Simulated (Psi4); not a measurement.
**GaHClO (SMILES [O][GaH][Cl]) at UHSE06/def2-SVPD**

Aim: the vertical electron affinity of GaHClO at UHSE06/def2-SVPD, from 2 runs. The job is set up through a Python script.

The results are computed with Psi4 1.11.

**1. The structure to begin with**

The species is GaHClO (4 atoms), meant as a doublet with charge 0. As SMILES, `[O][GaH][Cl]`. The coordinates come from a PBE0-D4/def2-TZVP relaxation.

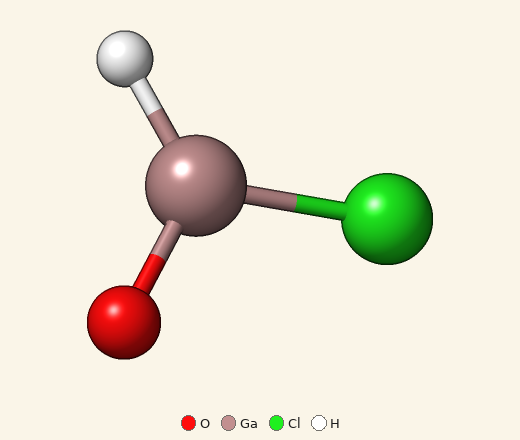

The structure, seen from a chosen angle (oxygen red, gallium pink, chlorine green, hydrogen white).

**2. A single-point energy at UHSE06/def2-SVPD**

File clgaho.xyz:

```xyz
4
ClGaHO
O     -1.739800    -0.117700    -0.212200
Ga     0.030900     0.144300    -0.061200
Cl     1.050700    -1.557300     0.708800
H      0.713700     1.470500    -0.455700
```

File clgaho.py:

```python
import psi4

psi4.set_memory(2200000000)
psi4.set_num_threads(1)
psi4.core.set_output_file('run.log', False)

with open('clgaho.xyz') as f:
    atoms = ''.join(f.readlines()[2:])
molecule = psi4.geometry('0 2\n' + atoms + 'symmetry c1\nno_reorient\nno_com')

psi4.set_options({
    'basis': 'def2-SVPD',
    'reference': 'uks',
    'puream': True,
    'e_convergence': 1e-09,
    'd_convergence': 1e-08,
    'scf_type': 'pk',
    'dft_radial_points': 99,
    'dft_spherical_points': 590,
    'maxiter': 100,
})

e_tot, wfn = psi4.energy('HSE06', return_wfn=True)
psi4.oeprop(wfn, 'LOWDIN_CHARGES', 'WIBERG_LOWDIN_INDICES', 'MAYER_INDICES')
print(f'total energy {e_tot:.8f} hartree = {e_tot * 27.211386:.5f} eV')
```

The run is started by

```
$ python clgaho.py
```

run.log (excerpt; [...] marks lines left out):

```text
[...]
  Running in c1 symmetry.
[...]
  Nuclear repulsion =  240.936454910321658
[...]
  Multiplicity = 2
[...]
  Nalpha       = 29
  Nbeta        = 28
[...]
    Number of basis functions: 96
[...]
   @UKS iter   1: -2457.70251358281712   -1.29377e+00   2.80064e-02 ADIIS/DIIS
[...]
   @UKS iter  19: -2459.97088487488236    0.00000e+00   4.24930e-09 DIIS
[...]
   @S^2 Observed:                7.545335804E-01
[...]
    Orbital Energies [Eh]
    ---------------------
    Alpha Occupied:
       1A   -372.921179     2A   -101.686136     3A    -46.078222
       4A    -40.799063     5A    -40.795961     6A    -40.794938
       7A    -19.270192     8A     -9.528416     9A     -7.265405
      10A     -7.259990    11A     -7.259186    12A     -5.605425
      13A     -3.876667    14A     -3.870184    15A     -3.867144
      16A     -0.995244    17A     -0.909161    18A     -0.898347
      19A     -0.896428    20A     -0.895390    21A     -0.877361
      22A     -0.819341    23A     -0.480211    24A     -0.433958
      25A     -0.385307    26A     -0.365410    27A     -0.361439
      28A     -0.338351    29A     -0.329428
    Alpha Virtual:
[...]
  @UKS Final Energy: -2459.97088487488236
   => Energetics <=
    Nuclear Repulsion Energy =            240.9364549103216575
    One-Electron Energy =               -3902.3651560501248241
    Two-Electron Energy =                1286.7109367265040873
    DFT Exchange-Correlation Energy =     -85.2531204615831939
    Empirical Dispersion Energy =           0.0000000000000000
    VV10 Nonlocal Energy =                  0.0000000000000000
    Total Energy =                      -2459.9708848748823584
[...]
 Multipole Moments:
 ------------------------------------------------------------------------------------
     Multipole            Electronic (a.u.)      Nuclear  (a.u.)        Total (a.u.)
 ------------------------------------------------------------------------------------
 L = 1.  Multiply by 2.5417464519 to convert [e a0] to [Debye]
 Dipole X            :        -10.1486338           10.6110012            0.4623674
 Dipole Y            :         41.2501057          -40.5760104            0.6740953
 Dipole Z            :        -15.2996734           15.1161083           -0.1835652
 Magnitude           :                                                    0.8377853
[...]
```

Standard output:

```text
total energy -2459.97088487 hartree = -66939.21730 eV
```

It took 48 s on 1 thread of AMD EPYC 7R43 (Zen 3), shared host; peak memory 0.98 GiB.

**3. The singlet anion: energy and forces at HSE06/def2-SVPD**

File clgaho.py:

```python
import psi4

psi4.set_memory(2200000000)
psi4.set_num_threads(1)
psi4.set_output_file('clgaho.out', False)

geom = psi4.geometry("""
-1 1
O     -1.739800    -0.117700    -0.212200
Ga     0.030900     0.144300    -0.061200
Cl     1.050700    -1.557300     0.708800
H      0.713700     1.470500    -0.455700
symmetry c1
""")

options = {'basis': 'def2-SVPD', 'reference': 'rks', 'puream': True, 'e_convergence': 1e-09, 'd_convergence': 1e-08, 'scf_type': 'pk', 'dft_radial_points': 99, 'dft_spherical_points': 590}
psi4.set_options(options)

E, wfn = psi4.gradient("hse06", return_wfn=True)
psi4.oeprop(wfn, "DIPOLE", "QUADRUPOLE", "WIBERG_LOWDIN_INDICES")
print('gradient / Eh bohr^-1')
print(E.np.round(6))
print(f'energy = {wfn.energy():.10f} Eh')
for k, v in sorted(psi4.core.scalar_variables().items()):
    print(f'{k:45s} {v:18.10f}')
```

The run is started by

```
$ python clgaho.py
```

clgaho.out (excerpt; [...] marks lines left out):

```text
[...]
  Running in c1 symmetry.
[...]
  Nuclear repulsion =  240.936454910321658
[...]
  Multiplicity = 1
[...]
  Nalpha       = 29
  Nbeta        = 29
[...]
    Number of basis functions: 96
[...]
   @RKS iter   1: -2458.00921832779159   -1.60047e+00   2.77356e-02 DIIS/ADIIS
[...]
   @RKS iter  14: -2460.06793940103580    9.09495e-13   4.83604e-09 DIIS
[...]
  @RKS Final Energy: -2460.06793940103580
   => Energetics <=
    Nuclear Repulsion Energy =            240.9364549103216575
    One-Electron Energy =               -3916.0429447985816296
    Two-Electron Energy =                1300.4928418973609041
    DFT Exchange-Correlation Energy =     -85.4542914101365341
    Empirical Dispersion Energy =           0.0000000000000000
    VV10 Nonlocal Energy =                  0.0000000000000000
    Total Energy =                      -2460.0679394010358010
[...]
  -Total Gradient:
     Atom            X                  Y                   Z
    ------   -----------------  -----------------  -----------------
       1       -0.041364437292    -0.008494361595    -0.002664242812
       2        0.080471648872    -0.010803872969     0.015257226322
       3       -0.025548738157     0.023807502109    -0.012355100366
       4       -0.013601495505    -0.004515890482    -0.000241571804
[...]
 Multipole Moments:
 ------------------------------------------------------------------------------------
     Multipole            Electronic (a.u.)      Nuclear  (a.u.)        Total (a.u.)
 ------------------------------------------------------------------------------------
 L = 1.  Multiply by 2.5417464519 to convert [e a0] to [Debye]
 Dipole X            :          1.8579789            0.1307370            1.9887159
 Dipole Y            :          0.7981161           -0.5616012            0.2365149
 Dipole Z            :         -0.0332114            0.2243643            0.1911529
 Magnitude           :                                                    2.0118324
 L = 2.  Multiply by 1.3450342976 to convert [e a0^2] to [Debye ang]
 Quadrupole XX       :       -195.2079118          153.4437811          -41.7641307
 Quadrupole XY       :         84.1194877          -81.6901539            2.4293338
[...]
```

The script printed:

```text
gradient / Eh bohr^-1
[[-0.041364 -0.008494 -0.002664]
 [ 0.080472 -0.010804  0.015257]
 [-0.025549  0.023808 -0.012355]
 [-0.013601 -0.004516 -0.000242]]
energy = -2460.0679394010 Eh
CURRENT ENERGY                                  -2460.0679394010
CURRENT REFERENCE ENERGY                        -2460.0679394010
DD SOLVATION ENERGY                                 0.0000000000
DFT FUNCTIONAL TOTAL ENERGY                     -2460.0679394010
DFT TOTAL ENERGY                                -2460.0679394010
DFT VV10 ENERGY                                     0.0000000000
DFT XC ENERGY                                     -85.4542914101
GRID ELECTRONS ALPHA                               28.9999991886
GRID ELECTRONS BETA                                28.9999991886
GRID ELECTRONS TOTAL                               57.9999983771
NUCLEAR REPULSION ENERGY                          240.9364549103
ONE-ELECTRON ENERGY                             -3916.0429447986
PCM POLARIZATION ENERGY                             0.0000000000
PE ENERGY                                           0.0000000000
SCF ITERATION ENERGY                            -2460.0679394010
SCF ITERATIONS                                     14.0000000000
SCF TOTAL ENERGY                                -2460.0679394010
TWO-ELECTRON ENERGY                              1300.4928418974
XC GRID RADIAL POINTS                              99.0000000000
XC GRID SPHERICAL POINTS                          590.0000000000
XC GRID TOTAL POINTS                           225768.0000000000
```

Run time: 41 s. Hardware: 1 thread of AMD EPYC 7R43 (Zen 3), shared host; peak memory 0.98 GiB.

**4. Outcome**

At UHSE06/def2-SVPD:

| quantity | value |
| --- | --- |
| doublet GaHClO: total energy | -2459.97088 Eh |
| doublet GaHClO: dipole moment | 2.13 D |
| doublet GaHClO: HOMO energy (highest over α and β) | -8.78 eV |
| doublet GaHClO: LUMO energy (lowest over α and β) | -4.90 eV |
| doublet GaHClO: ⟨S²⟩ | 0.755 |
| singlet anion: total energy | -2460.06794 Eh |
| singlet anion: HOMO energy | -0.54 eV |
| singlet anion: LUMO energy | 3.52 eV |
| singlet anion: HOMO–LUMO gap (to an unbound level, set by the basis) | 4.06 eV |
| singlet anion: largest force on an atom | 4.248 eV/Å |
| vertical electron affinity (to the singlet anion) | 2.641 eV |

In words: At fixed nuclei the extra electron is bound by 2.64 eV (61 kcal/mol).
